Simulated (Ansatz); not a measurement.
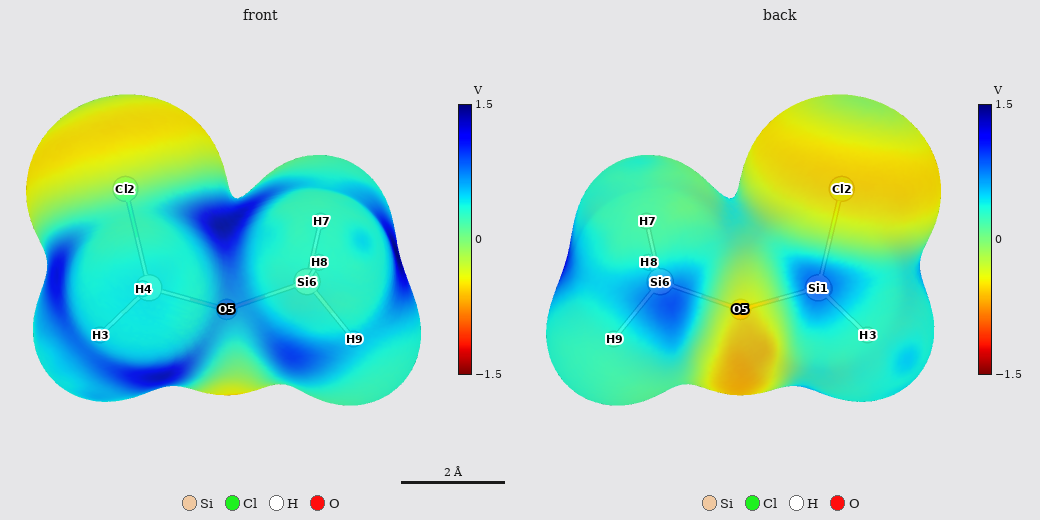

Figure. ClH₅OSi₂. The molecular electrostatic potential painted on the density surface at 0.002 e/bohr³, seen from the front and from behind; red is negative and blue positive.

The calculation used Ansatz, RKS PBE-D4/6-31G*.

Input

```
crystal:
  periodic: [false, false, false]
  atoms:
    - { symbol: Si, position_ang: [0.0, 0.0, 0.0] }
    - { symbol: Cl, position_ang: [0.0, 0.0, 2.13] }
    - { symbol: H, position_ang: [1.3768, 0.0, -0.4862] }
    - { symbol: H, position_ang: [-0.6877, 1.1914, -0.4862] }
    - { symbol: O, position_ang: [-0.7913, -1.3709, -0.5594] }
    - { symbol: Si, position_ang: [-1.673, -2.4329, 0.3983] }
    - { symbol: H, position_ang: [-1.2634, -2.287, 1.792] }
    - { symbol: H, position_ang: [-3.0964, -2.1323, 0.2761] }
    - { symbol: H, position_ang: [-1.4264, -3.8036, -0.0398] }
basis:
  gaussian: { orbitals: "6-31G*" }
hamiltonian:
  xc: pbe
  dispersion: d4
relax:
  f_tol: 0.02
  max_steps: 40
output:
  orbitals: {}
```

Run with:

```sh
ansatz run input.yaml --threads 1 --pin off --max-ram 2048MiB --backend cpu --events-out ev --progress --plain --runs-dir out
```

The fields are those of the run's last geometry, not of the input's.

### Which sites attract a positive test charge, and which a negative one?

A positive charge is drawn to the negative regions and a negative charge to the positive ones. The most negative region (about −0.7 V) lies over O5, the most positive (about +1.4 V) over Si1 and Si6.
